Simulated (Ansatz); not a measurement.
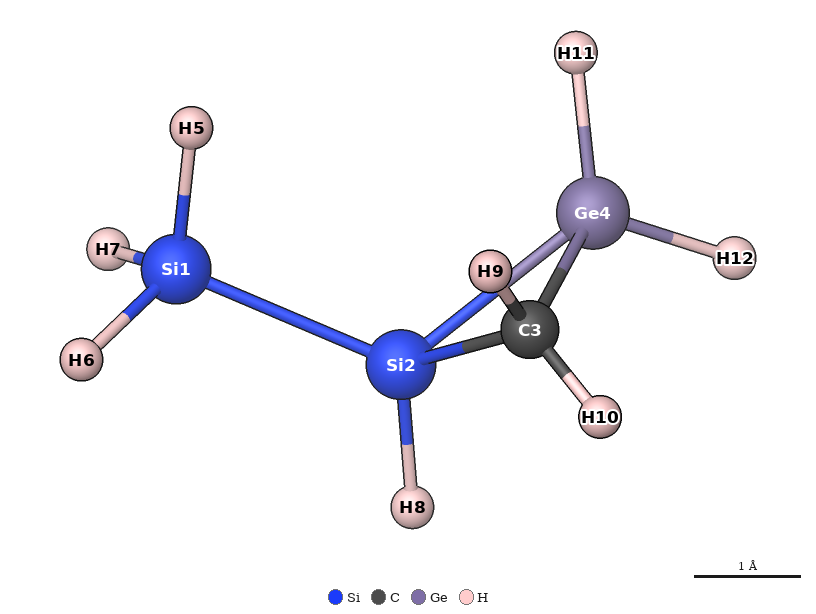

The atoms are numbered. The geometry was computed by an optimisation with PBE-D4/def2-SVP. No frequency run is at hand to confirm it as a minimum.

Which atoms are bonded, and how long are the bonds?

```json
{"bond": "Si1–Si2", "length (Å)": "2.333"}
{"bond": "Si1–H5", "length (Å)": "1.506"}
{"bond": "Si1–H6", "length (Å)": "1.508"}
{"bond": "Si1–H7", "length (Å)": "1.505"}
{"bond": "Si2–C3", "length (Å)": "1.920"}
{"bond": "Si2–Ge4", "length (Å)": "2.331"}
{"bond": "Si2–H8", "length (Å)": "1.503"}
{"bond": "C3–Ge4", "length (Å)": "2.013"}
{"bond": "C3–H9", "length (Å)": "1.105"}
{"bond": "C3–H10", "length (Å)": "1.105"}
{"bond": "Ge4–H11", "length (Å)": "1.543"}
{"bond": "Ge4–H12", "length (Å)": "1.543"}
```
